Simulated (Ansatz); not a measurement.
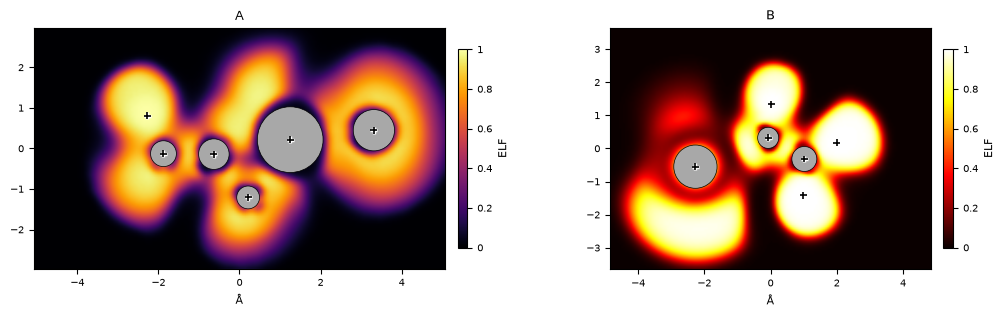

The ELF of 2 systems, each on a plane through atoms (crosses mark nuclei in the plane; grey discs cover the cores).

The calculation used RKS PBE0-D4/def2-SVP in Ansatz.

System 1: CHAlClNO, the molecular plane. 

```yaml
atoms:
  - { symbol: N, position_ang: [0.7402, 0.3166, 1.4421] }
  - { symbol: C, position_ang: [0.1529, -0.4202, 0.6317] }
  - { symbol: O, position_ang: [-0.3802, -0.1039, -0.5808] }
  - { symbol: Al, position_ang: [-0.6903, -1.8258, -0.3620] }
  - { symbol: Cl, position_ang: [-1.6333, -3.2442, -1.5514] }
  - { symbol: H, position_ang: [1.0476, -0.1646, 2.2847] }
```

System 2: CH5NSn, the plane of atoms N2, C1 and H5. Core potentials replace the inner electrons of Sn.

```xyz
8

C    -1.1046    0.7075   -0.7288
N    -0.2864    0.2503    0.1206
Sn    1.4038   -1.3692   -0.2088
H    -1.8569    1.4731   -0.4860
H    -1.0681    0.3283   -1.7596
H    -0.3720    0.6430    1.0609
H     2.4644   -0.1405    0.5381
H     0.9119   -1.9495    1.4079
```

### Which map belongs to which system?

Panel A is system 1, CHAlClNO: the plane holds N, C, O, Al, Cl and H. C–N (1.24 Å): the ELF peaks at about 0.90 between the atoms: a multiple bond. Panel B is system 2, CH5NSn: the plane holds C, N, Sn and H. C–N (1.26 Å): the ELF peaks at about 0.90 between the atoms; a short, multiple covalent bond.
